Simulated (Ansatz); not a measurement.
C$_{3}$H$_{5}$F$_{2}$In (SMILES C=C[CH2][In]([F])[F])

The calculation's input:

```
crystal:
  periodic: [false, false, false]
  atoms:
    - {symbol: C, position_ang: [-1.300248, 2.186126, 1.328915]}
    - {symbol: C, position_ang: [-0.905001, 0.940838, 1.043732]}
    - {symbol: C, position_ang: [-0.188500, 0.530328, -0.192085]}
    - {symbol: F, position_ang: [-2.601370, -2.077419, -1.070760]}
    - {symbol: F, position_ang: [-1.979582, 0.045505, -3.356392]}
    - {symbol: In, position_ang: [-1.546726, -0.492799, -1.525286]}
    - {symbol: H, position_ang: [-1.107860, 3.021236, 0.647256]}
    - {symbol: H, position_ang: [-1.824180, 2.413100, 2.260170]}
    - {symbol: H, position_ang: [-1.125687, 0.140979, 1.761756]}
    - {symbol: H, position_ang: [0.214480, 1.380207, -0.760896]}
    - {symbol: H, position_ang: [0.618230, -0.191394, 0.005006]}
basis:
  gaussian: {orbitals: def2-SVPD}
total_charge: 0
hamiltonian: {xc: {name: PBE0}}
output: {forces: true, orbitals: {seedname: orbitals}}
```

Run with:

```sh
ansatz run input.yaml --threads 2 --pin off --max-ram 5220MiB --events-out events.jsonl --progress --plain --runs-dir runs
```

Geometry: PBE0-D4/def2-SVP; core potentials replace the inner electrons of In.

The calculation used Ansatz, isolated molecule in a Gaussian basis; Kohn-Sham density functional theory, functional PBE0.

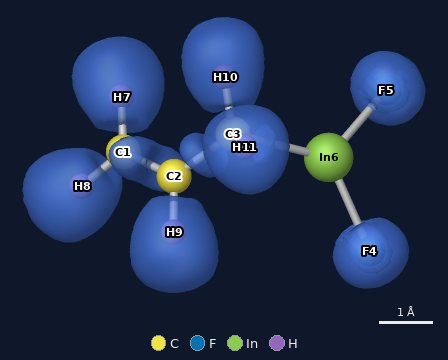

Figure 1. Isosurface of the electron localisation function at 0.8 (blue), seen across its widest extent. Core shells and regions of very low density are left out.

### Describe the localisation domains.

The surface consists of two regions between bonded C–C atoms (shared pairs), five regions around hydrogen nuclei, one lobe of the valence shell of C pointing towards In (polar bonds) and two regions wrapped around F (the valence shell of each). Along the contacts the grid gives the following. C–C (1.34 Å): the ELF peaks at about 0.90 between the atoms (a multiple bond). In–F (1.96 Å): the ELF peaks at about 0.80 in the valence shell of F, 0.5 Å from its nucleus, and drops to about 0.10 between the two atoms.

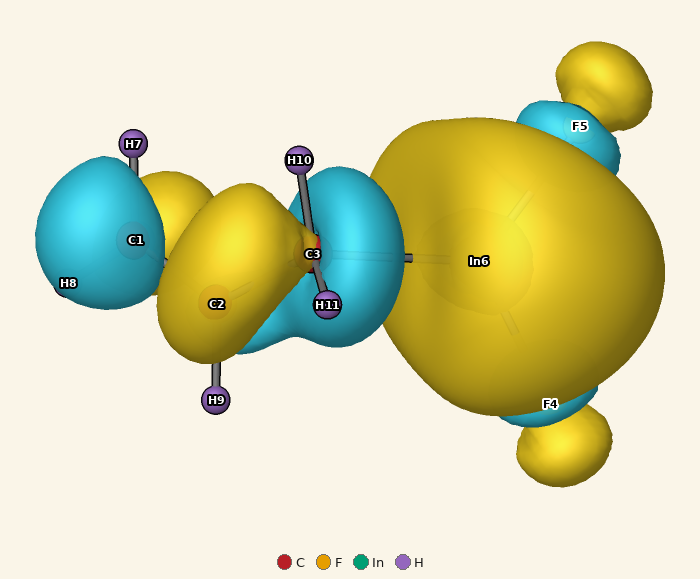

Figure 2. One frontier orbital at ±0.08 Å⁻³ᐟ² (yellow and cyan are the two phases), seen at a tilt.

### Which orbital is it: HOMO or LUMO?

The LUMO, at −2.14 eV. Its weight (Hirshfeld) is mainly on In6 (about 50 %), C3 (about 15 %), F5 (about 10 %), F4 (about 10 %) and C1 (about 5 %).

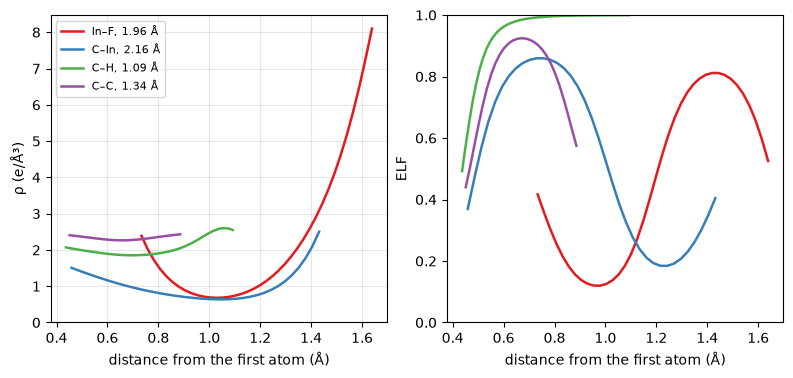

Figure 3. Electron density and electron localisation function along straight lines between neighbouring atoms. The curves leave out the atomic cores.

### What can be read from the curves?

In–F (1.96 Å): ρ at the midpoint is about 0.71 e/Å³; the ELF peaks at about 0.80 in the valence shell of F, 0.5 Å from its nucleus, and drops to about 0.10 between the two atoms.
C–In (2.16 Å): ρ is about 0.64 e/Å³ halfway; the ELF peaks at about 0.85 in the valence shell of C, 0.8 Å from its nucleus, and drops to about 0.20 between the two atoms.
C–H (1.09 Å): ρ is about 1.9 e/Å³ halfway; the ELF climbs to about 1 towards the hydrogen, as it does in any bond to H (a covalent bond by its length).
C–C (1.34 Å): the density is about 2.3 e/Å³ at the midpoint; the ELF peaks at about 0.90 between the atoms; a multiple bond.
